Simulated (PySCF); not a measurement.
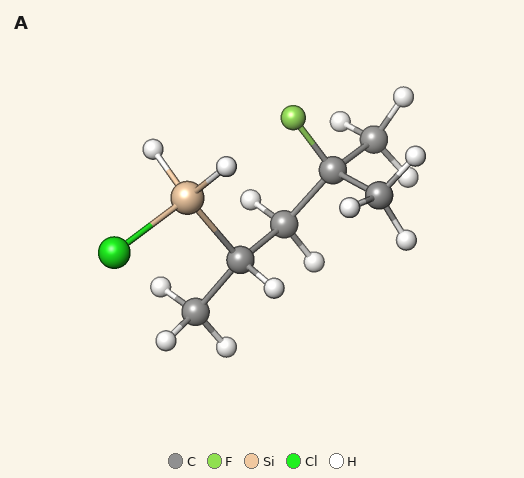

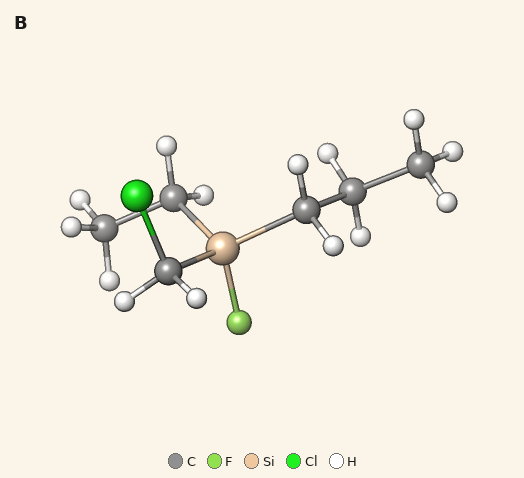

2 stationary structures of one formula. Geometries: GFN2-xTB. Electronic energies: PBE0/pcSseg-1 (PySCF 2.14.0), without zero-point energy. No frequency run is at hand to confirm each as a minimum. Each is one conformer, not always the lowest.

> How are they related?

They are constitutional isomers of C6H14ClFSi: A `C[C@@H](CC(C)(C)F)[SiH2]Cl`, B `CCC[Si@](F)(CC)CCl`.

> Rank them by energy, lowest first.

B is lowest; A lies 76.4 kJ/mol above it.

The geometry is semi-empirical. Around Si such bond lengths and angles can be off by a tenth of an ångström or more and by several degrees, and values that hang on the shape move with them.
